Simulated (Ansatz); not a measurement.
# Run report: C$_{4}$H$_{12}$Si, geometry relaxation (part 1 of 2)

System: C$_{4}$H$_{12}$Si.
Method: RKS PBE0/STO-3G (Ansatz 0.2.0).

It belongs to a series of runs on one base structure; here: start relaxed. Figures and captions count atoms from 1; the log counts them from 0 in places.

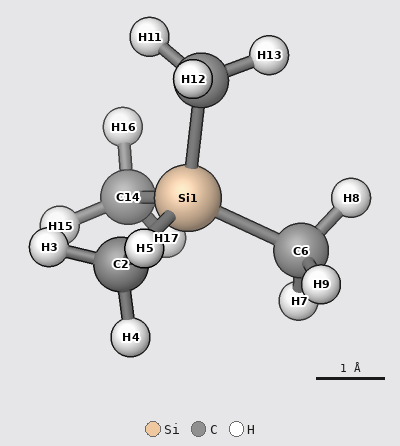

The starting structure (ball-and-stick view, seen at a tilt; atoms are numbered from 1 in the order of the input).

## Input
```yaml
crystal:
  periodic: [false, false, false]
  atoms:
    - { symbol: Si, position_ang: [0.0, 0.0, 0.0] }
    - { symbol: C, position_ang: [0.0, 0.0, 1.87] }
    - { symbol: H, position_ang: [-0.9996, -0.3092, 2.2405] }
    - { symbol: H, position_ang: [0.7676, -0.7111, 2.2405] }
    - { symbol: H, position_ang: [0.232, 1.0203, 2.2405] }
    - { symbol: C, position_ang: [1.7634, 0.0, -0.6227] }
    - { symbol: H, position_ang: [2.1111, -1.0463, -0.7509] }
    - { symbol: H, position_ang: [1.8119, 0.5276, -1.5981] }
    - { symbol: H, position_ang: [2.4154, 0.5187, 0.1108] }
    - { symbol: C, position_ang: [-0.8808, 1.5259, -0.6227] }
    - { symbol: H, position_ang: [-1.9334, 1.2723, -0.8671] }
    - { symbol: H, position_ang: [-0.8624, 2.3106, 0.1622] }
    - { symbol: H, position_ang: [-0.3704, 1.9025, -1.5336] }
    - { symbol: C, position_ang: [-0.8808, -1.5259, -0.6227] }
    - { symbol: H, position_ang: [-1.3804, -2.0377, 0.2261] }
    - { symbol: H, position_ang: [-1.6409, -1.2332, -1.3768] }
    - { symbol: H, position_ang: [-0.1449, -2.2146, -1.0879] }
basis:
  gaussian: { orbitals: STO-3G }
hamiltonian:
  xc: pbe0
relax:
  f_tol: 0.02
  max_steps: 40
```

Hardware: 1 thread of Arm Neoverse V1, 24 GiB of memory available, shared host.

Launched with:
```bash
ansatz run input.yaml --threads 1 --pin off --max-ram 2048MiB --backend cpu --events-out ev --progress --plain --runs-dir out
```

## Output
```
The last accepted step is kept in [file] (removed where the run ends without a failure and the disk answers)
Engine: ansatz 0.2.0, aarch64-unknown-linux-gnu
Functional definition: PBE0
  parameter a = 0.25
  parameter kappa = 0.804
  parameter beta = 0.06672455060314922
  exchange = (1 - a)*pbe_x(kappa = kappa, mu = beta*pi^2/3) + a*exact_x
  correlation = pbe_c(beta = beta)
590 factors; integrals over basis functions are off by at most 1.4e-5 eV
mean field evaluation 1: about -12072.2988 eV, gradient 1.5e1 eV
mean field evaluation 2: about -12072.6278 eV, gradient 1.0e1 eV
mean field evaluation 4: about -12072.9442 eV, gradient 1.9e-1 eV
mean field evaluation 8: about -12072.8486 eV, gradient 1.5e-3 eV
mean field -12072.84855300 eV, -443.6690010520 hartree, gradient 2.7e-6 eV, S^2 0.000000; 0 other end points of the search recorded, 0 dependent functions left out
the calculation of the forces begins
reference -12072.84857489 eV, -443.6690018564 hartree; 25, 25 occupied and 16, 16 virtual orbitals, 590 factors
relax step   1: F+E_penalty+E_count = -12072.84855300 eV  Δ(F+E_penalty+E_count) = +0.000e0 eV  max|allowed force component| = 7.238e-1 eV/Å  Δτ_max = 0.0000 Å  (19 SCF iters, accepted)
these checks for a lower state are left out or cut short: starts, cluster_reference, orbital_swaps, neighbouring_geometries, increment
590 factors; integrals over basis functions are off by at most 1.2e-5 eV
mean field evaluation 16: about -12072.9899 eV, gradient 1.0e-4 eV
mean field -12072.98987673 eV, -443.6741946035 hartree, gradient 2.4e-5 eV, S^2 0.000000; 0 other end points of the search recorded, 0 dependent functions left out
[... from here on the field's lines of each further geometry are left out, up to the last ...]
relax step   2: F+E_penalty+E_count = -12072.98987673 eV  Δ(F+E_penalty+E_count) = -1.413e-1 eV  max|allowed force component| = 2.464e-1 eV/Å  Δτ_max = 0.1152 Å  (21 SCF iters, accepted)
relax step   3: F+E_penalty+E_count = -12073.01077384 eV  Δ(F+E_penalty+E_count) = -2.090e-2 eV  max|allowed force component| = 1.074e-1 eV/Å  Δτ_max = 0.0714 Å  (20 SCF iters, accepted)
relax step   4: F+E_penalty+E_count = -12073.04043382 eV  Δ(F+E_penalty+E_count) = -2.966e-2 eV  max|allowed force component| = 3.486e-1 eV/Å  Δτ_max = 0.1999 Å  (20 SCF iters, accepted)
relax step   5: F+E_penalty+E_count = -12073.07233574 eV  Δ(F+E_penalty+E_count) = -3.190e-2 eV  max|allowed force component| = 4.669e-2 eV/Å  Δτ_max = 0.1999 Å  (21 SCF iters, accepted)
relax step   6: F+E_penalty+E_count = -12073.04628946 eV  Δ(F+E_penalty+E_count) = +2.605e-2 eV  max|allowed force component| = 8.671e-1 eV/Å  Δτ_max = 0.1988 Å  (20 SCF iters, rejected (line search))
relax step   7: F+E_penalty+E_count = -12073.08118518 eV  Δ(F+E_penalty+E_count) = -8.849e-3 eV  max|allowed force component| = 3.911e-2 eV/Å  Δτ_max = 0.0994 Å  (20 SCF iters, accepted)
relax step   8: F+E_penalty+E_count = -12073.08679572 eV  Δ(F+E_penalty+E_count) = -5.611e-3 eV  max|allowed force component| = 1.514e-1 eV/Å  Δτ_max = 0.0978 Å  (20 SCF iters, accepted)
relax step   9: F+E_penalty+E_count = -12073.08930091 eV  Δ(F+E_penalty+E_count) = -2.505e-3 eV  max|allowed force component| = 2.631e-1 eV/Å  Δτ_max = 0.1069 Å  (20 SCF iters, accepted)
relax step  10: F+E_penalty+E_count = -12073.09449754 eV  Δ(F+E_penalty+E_count) = -5.197e-3 eV  max|allowed force component| = 5.472e-3 eV/Å  Δτ_max = 0.0595 Å  (21 SCF iters, accepted)
relax step  11: F+E_penalty+E_count = -12073.09506891 eV  Δ(F+E_penalty+E_count) = -5.714e-4 eV  max|allowed force component| = 1.719e-2 eV/Å  Δτ_max = 0.0370 Å  (21 SCF iters, accepted)
relax step  12: F+E_penalty+E_count = -12073.09527303 eV  Δ(F+E_penalty+E_count) = -2.041e-4 eV  max|allowed force component| = 5.447e-2 eV/Å  Δτ_max = 0.0528 Å  (21 SCF iters, accepted)
the calculation of the forces begins
reference -12073.09540849 eV, -443.6780728242 hartree; 25, 25 occupied and 16, 16 virtual orbitals, 594 factors
relax step  13: F+E_penalty+E_count = -12073.09538618 eV  Δ(F+E_penalty+E_count) = -1.131e-4 eV  max|allowed force component| = 1.030e-2 eV/Å  Δτ_max = 0.0046 Å  (15 SCF iters, accepted)
594 factors; integrals over basis functions are off by at most 3.7e-5 eV
mean field evaluation 96: about -12072.5043 eV, gradient 1.5e1 eV
```

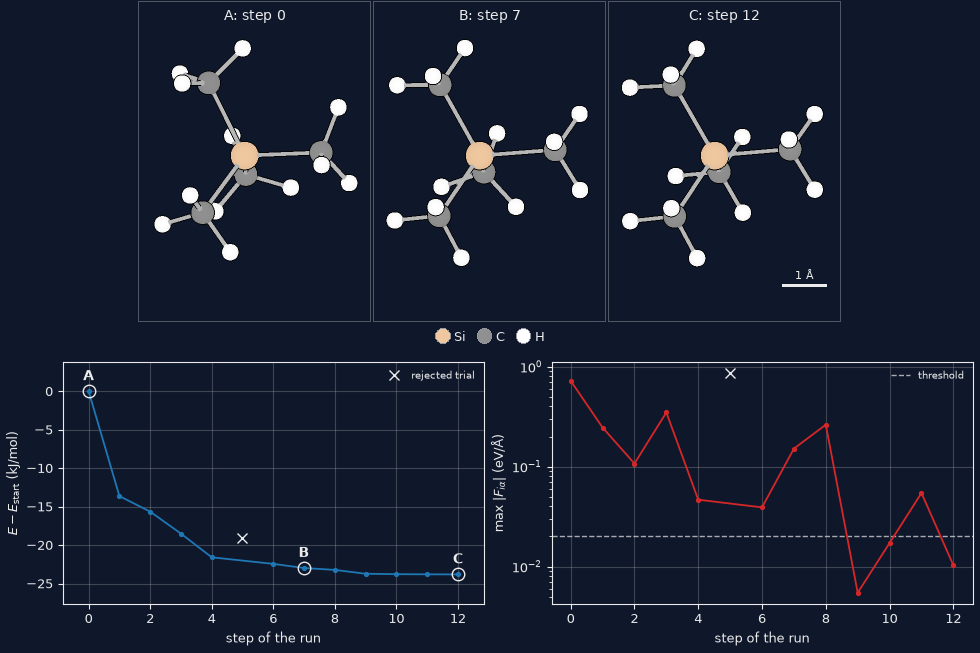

Frames of the relaxation (ball-and-stick view, seen at a tilt) above the curves, on which the letters mark them (the first geometry is step 0 here and step 1 in the log).

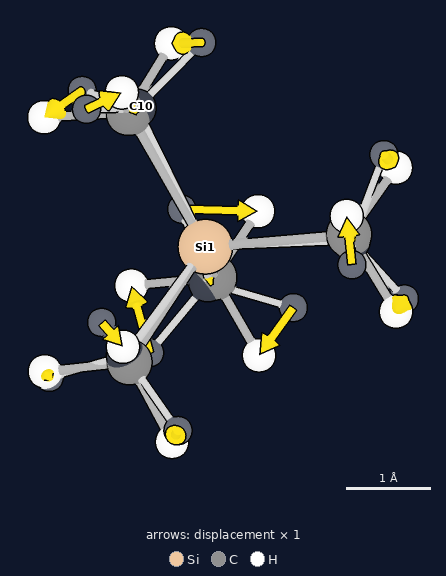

Start (faint) and end (solid) with the displacements as yellow arrows, at true length (ball-and-stick view, seen at a tilt). The two geometries are laid on each other by the best rigid fit. Over 12 geometry steps the energy falls by 23.8 kJ/mol. Largest force component: 0.72 eV/Å at the start, 0.01 eV/Å at the end. The line search rejected the trial step at point 5 (counted from 0) and went back. The largest move after the best rigid fit is that of H16, 0.92 Å. By element the largest moves are H 0.92 Å, C 0.12 Å. Si stays in place. Distances before and after: C10–H11 1.110 → 1.094 Å. (Atoms are counted from 1 in the order of the input.)

```
mean field -12073.09538618 eV, -443.6780720040 hartree, gradient 7.8e-5 eV, S^2 0.000000; 1 other end points of the search recorded, 0 dependent functions left out
the calculation of the forces begins
reference -12073.09540849 eV, -443.6780728242 hartree; 25, 25 occupied and 16, 16 virtual orbitals, 594 factors
Total energy: -12073.09540849 eV, -443.6780728242 hartree
Atom 0 at     0.000477     0.000003     0.000475 Å, force     0.000334     0.000758     0.000502 eV/Å
Atom 1 at     0.020978    -0.119933     1.867697 Å, force    -0.000503    -0.000526    -0.000951 eV/Å
Atom 2 at    -0.993505    -0.177220     2.273262 Å, force    -0.000267    -0.000163     0.000169 eV/Å
Atom 3 at     0.561706    -1.010058     2.202678 Å, force     0.000519    -0.000472     0.000393 eV/Å
Atom 4 at     0.507765     0.751022     2.316457 Å, force     0.000240     0.000834     0.000274 eV/Å
Atom 5 at     1.756720     0.100103    -0.637393 Å, force    -0.002616    -0.000643     0.000072 eV/Å
Atom 6 at     2.335158    -0.782362    -0.348425 Å, force     0.001374    -0.001735     0.000339 eV/Å
Atom 7 at     1.779636     0.167526    -1.729087 Å, force     0.000142     0.000291    -0.001653 eV/Å
Atom 8 at     2.273910     0.978834    -0.240940 Å, force     0.001243     0.001766     0.001067 eV/Å
Atom 9 at    -0.938924     1.533738    -0.515695 Å, force     0.000226    -0.000715    -0.000320 eV/Å
Atom 10 at    -1.972878     1.505050    -0.159284 Å, force    -0.000837     0.000186     0.000310 eV/Å
Atom 11 at    -0.474988     2.438509    -0.111875 Å, force     0.000402     0.000589     0.000168 eV/Å
Atom 12 at    -0.967272     1.634536    -1.604720 Å, force    -0.000203     0.000116    -0.000357 eV/Å
Atom 13 at    -0.836844    -1.513794    -0.712655 Å, force    -0.005909    -0.010242    -0.004203 eV/Å
Atom 14 at    -1.867162    -1.603690    -0.354992 Å, force     0.010302     0.001258    -0.003644 eV/Å
Atom 15 at    -0.868744    -1.472514    -1.805724 Å, force     0.000645    -0.000286     0.010296 eV/Å
Atom 16 at    -0.308233    -2.429850    -0.431678 Å, force    -0.005095     0.008985    -0.002462 eV/Å
Dipole moment:    -0.000005    -0.000035    -0.000011 e Å
```

## Trajectory as extended XYZ (Å, eV, eV/Å), 13 frames, from step=1 to step=13
```
17
Properties=species:S:1:pos:R:3:forces:R:3 step=1 energy=-12072.84855
Si    0.0000    0.0000    0.0000    0.0532   0.0172   0.0577
C     0.0000    0.0000    1.8700    0.0096  -0.0169   0.1321
H    -0.9996   -0.3092    2.2405    0.6763   0.2304   0.0348
H     0.7676   -0.7111    2.2405   -0.5385   0.4678   0.0375
H     0.2320    1.0203    2.2405   -0.1335  -0.7021   0.0313
C     1.7634    0.0000   -0.6227    0.1779   0.0352  -0.0196
H     2.1111   -1.0463   -0.7509    0.0469   0.7238   0.0206
H     1.8119    0.5276   -1.5981    0.2445  -0.3883   0.5647
H     2.4154    0.5187    0.1108   -0.1643  -0.3348  -0.6227
C    -0.8808    1.5259   -0.6227   -0.1139   0.2058  -0.0240
H    -1.9334    1.2723   -0.8671    0.5819   0.4347   0.0928
H    -0.8624    2.3106    0.1622   -0.1425  -0.2803  -0.6653
H    -0.3704    1.9025   -1.5336   -0.5138  -0.0305   0.5196
C    -0.8808   -1.5259   -0.6227   -0.0956  -0.2236  -0.1107
H    -1.3804   -2.0377    0.2261    0.1920   0.1111  -0.7015
H    -1.6409   -1.2332   -1.3768    0.3948  -0.4677   0.4187
H    -0.1449   -2.2146   -1.0879   -0.6749   0.2183   0.2339
17
Properties=species:S:1:pos:R:3:forces:R:3 step=2 energy=-12072.98988
Si   -0.0027   -0.0014   -0.0058    0.0424   0.0189   0.0605
C     0.0009   -0.0121    1.8706   -0.0160  -0.0187   0.2288
H    -0.9890   -0.2540    2.2783    0.0846   0.0373  -0.1036
H     0.7043   -0.7523    2.2733   -0.0750   0.0529  -0.1134
H     0.2896    0.9636    2.2831   -0.0137  -0.1039  -0.1267
C     1.7741    0.0133   -0.6157    0.2464  -0.0051  -0.1194
H     2.1915   -1.0013   -0.6818   -0.1317   0.1436   0.0597
H     1.8588    0.4602   -1.6156   -0.0776  -0.0751   0.1358
H     2.4332    0.5876    0.0492   -0.1676  -0.0435  -0.0579
C    -0.8921    1.5386   -0.6134   -0.1430   0.2056  -0.1131
H    -1.9578    1.3505   -0.7997    0.1487  -0.0477   0.0713
H    -0.8356    2.3614    0.1109    0.0629  -0.1447  -0.0399
H    -0.4655    1.9117   -1.5541   -0.0208  -0.1207   0.1164
C    -0.8807   -1.5391   -0.6393   -0.1100  -0.1792  -0.1109
H    -1.4185   -2.0627    0.1598    0.0587   0.1129   0.0048
H    -1.6191   -1.3018   -1.4140    0.0800   0.0695   0.0499
H    -0.1836   -2.2623   -1.0778    0.0317   0.0979   0.0577
17
Properties=species:S:1:pos:R:3:forces:R:3 step=3 energy=-12073.01077
Si   -0.0014   -0.0010   -0.0030    0.0091   0.0084  -0.0056
C    -0.0025   -0.0232    1.8709    0.0051  -0.0224   0.0683
H    -1.0033   -0.2254    2.2691    0.0545   0.0264  -0.0385
H     0.6696   -0.7956    2.2621   -0.0526   0.0394  -0.0383
H     0.3273    0.9385    2.2802   -0.0073  -0.0629  -0.0369
C     1.7717    0.0219   -0.6153    0.1051   0.0169  -0.0180
H     2.2045   -0.9862   -0.6214   -0.0493   0.1070   0.0257
H     1.8400    0.4159   -1.6366   -0.0240  -0.0588   0.0941
H     2.4073    0.6486    0.0224   -0.0774  -0.0444  -0.0746
C    -0.8939    1.5356   -0.6069   -0.0666   0.0884  -0.0152
H    -1.9681    1.3528   -0.7322    0.1074   0.0112   0.0407
H    -0.7828    2.3676    0.0987    0.0155  -0.0714  -0.0701
H    -0.5033    1.8714   -1.5751   -0.0427  -0.0578   0.0825
C    -0.8739   -1.5342   -0.6483   -0.0257  -0.0563  -0.0537
H    -1.4357   -2.0377    0.1456    0.0159   0.0392  -0.0265
H    -1.5842   -1.2887   -1.4452    0.0497   0.0045   0.0306
H    -0.1635   -2.2605   -1.0569   -0.0168   0.0327   0.0354
```
